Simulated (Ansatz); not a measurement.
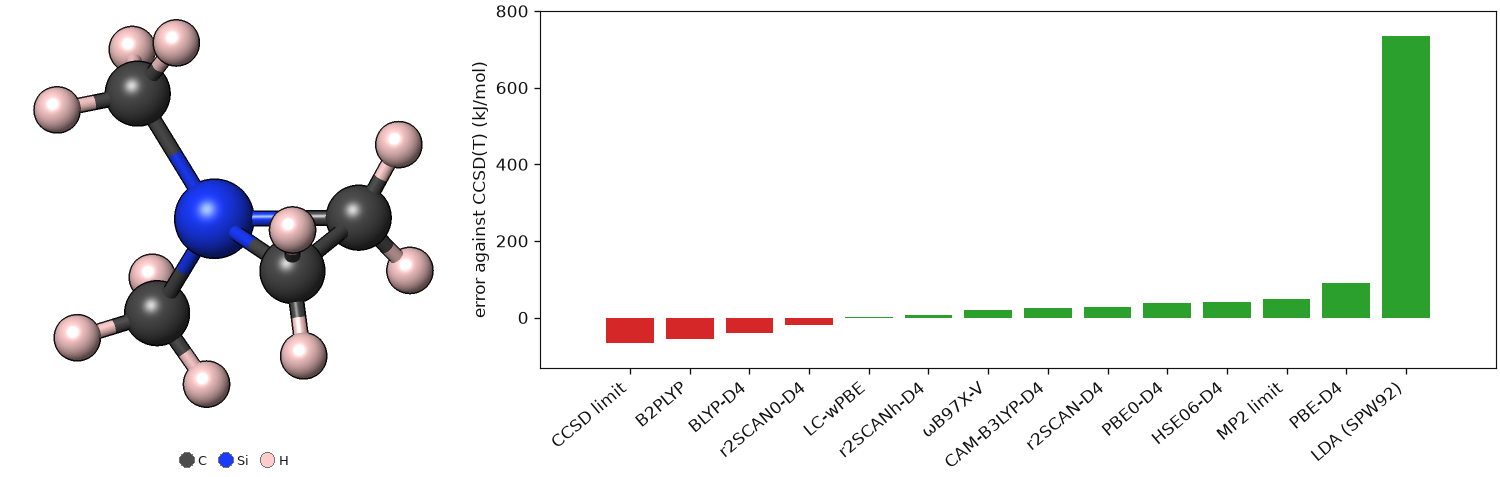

Error in the electronic atomisation energy (method less reference, so positive means overbinding) of C₄H₁₀Si, SMILES C[Si]1(C)CC1: functionals in def2-TZVPP against frozen-core CCSD(T) at the limit (MP2 extrapolated from triple and quadruple zeta, plus CCSD(T) less MP2 in a smaller set), which gives 5750.9 kJ/mol, at a PBE0-D4/def2-TZVP geometry (a minimum by its frequencies), no zero-point or spin-orbit term, the Ansatz code. The reference leaves out core correlation, a term that grows with the number of heavy atoms. B2PLYP holds a correlation term that converges slowly with the basis, so part of the distance to the limit is basis error. No dispersion term is added to B2PLYP and LC-wPBE. Limit means the basis limit.

> Which of these levels overbind, and which underbind?

Overbind: r2SCAN-D4, PBE0-D4, HSE06-D4, MP2 limit, PBE-D4 and LDA (SPW92). Underbind: CCSD limit, B2PLYP and BLYP-D4. Within 25 kJ/mol of zero, too close to call in view of what the reference leaves out: r2SCAN0-D4, LC-wPBE, r2SCANh-D4, ωB97X-V and CAM-B3LYP-D4.

> Give the values.

| level | kJ/mol |
| --- | --- |
| CCSD limit | −67.4 |
| B2PLYP | −55.4 |
| BLYP-D4 | −39.3 |
| r2SCAN0-D4 | −18.9 |
| LC-wPBE | 2.6 |
| r2SCANh-D4 | 7.5 |
| ωB97X-V | 19.9 |
| CAM-B3LYP-D4 | 24.8 |
| r2SCAN-D4 | 26.2 |
| PBE0-D4 | 37.8 |
| HSE06-D4 | 41.0 |
| MP2 limit | 48.1 |
| PBE-D4 | 89.4 |
| LDA (SPW92) | 735.9 |
